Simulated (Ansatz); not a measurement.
## Electronic structure of CH6AsCu (Cu(AsH3)Me) in real space

```yaml
atoms:
  - { symbol: Cu, position_ang: [-0.0007, -0.0002, -0.3131] }
  - { symbol: As, position_ang: [-0.0110, -0.0265, 2.0393] }
  - { symbol: H, position_ang: [1.2870, -0.1559, 2.8165] }
  - { symbol: H, position_ang: [-0.7697, -1.0978, 2.8025] }
  - { symbol: H, position_ang: [-0.5572, 1.1543, 2.8223] }
  - { symbol: C, position_ang: [0.0110, 0.0270, -2.2421] }
  - { symbol: H, position_ang: [-1.0158, 0.0342, -2.6484] }
  - { symbol: H, position_ang: [0.5273, -0.8589, -2.6518] }
  - { symbol: H, position_ang: [0.5291, 0.9237, -2.6252] }
```

Geometry: B3LYP-D4/def2-SVP.

Level of theory: RKS PBE0-D4/def2-TZVP (Ansatz 0.2.0).

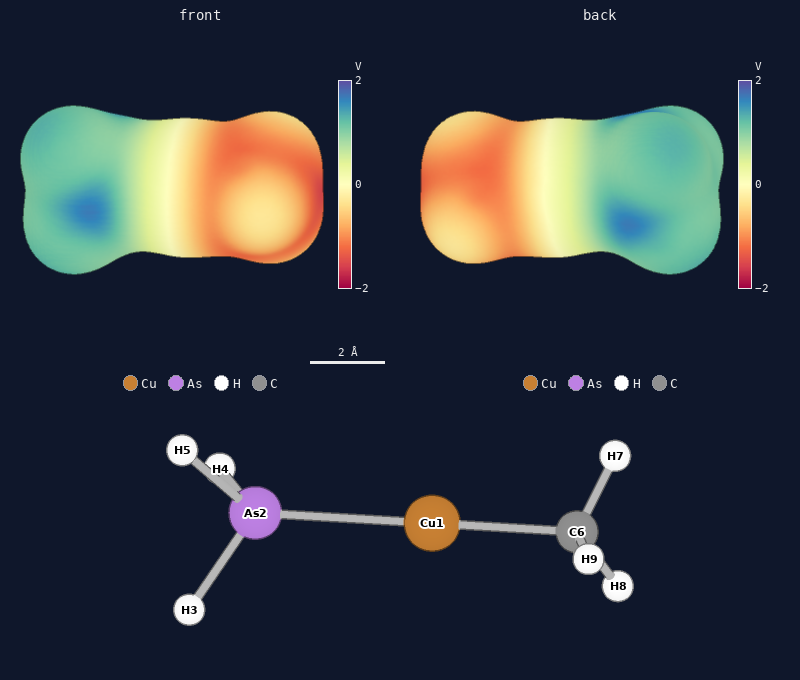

Figure 1. The electrostatic potential painted on the density surface at 0.002 e/bohr³, seen from the front and from behind; the colour scale runs from red (negative) to blue (positive). The bare structure is drawn below in the same view.

> Which sites attract a positive test charge, and which a negative one?

A positive charge is drawn to the negative regions and a negative charge to the positive ones. The most negative region (about −1.4 V) lies over C6, the most positive (about +1.6 V) over As2.

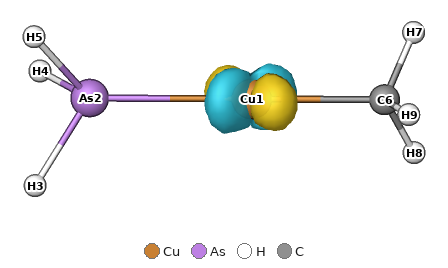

Figure 2. The HOMO−1 at ±0.4 Å⁻³ᐟ² (yellow and cyan are the two phases), seen across its widest extent.

> Where does this orbital lie, and at what energy?

Its weight (Hirshfeld) is mainly on Cu1 (about 85 %). It is one of a degenerate set, so its orientation is arbitrary. Its energy is −7.46 eV.

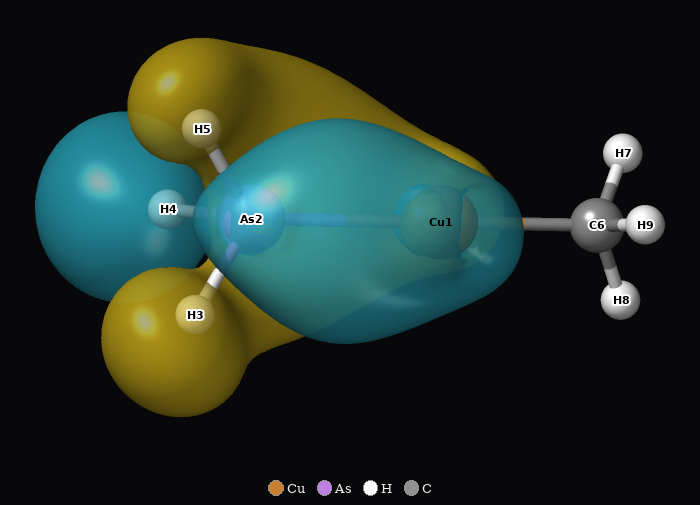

Figure 3. The LUMO at ±0.08 Å⁻³ᐟ² (yellow and cyan are the two phases), seen at a tilt.

> Where does this orbital lie, and at what energy?

It lies mainly on As2 (about 50 %), Cu1 (about 20 %), H4 (about 15 %), H3 (about 5 %) and H5 (about 5 %). It is one of a degenerate set, so its orientation is arbitrary. Its energy is −0.51 eV.
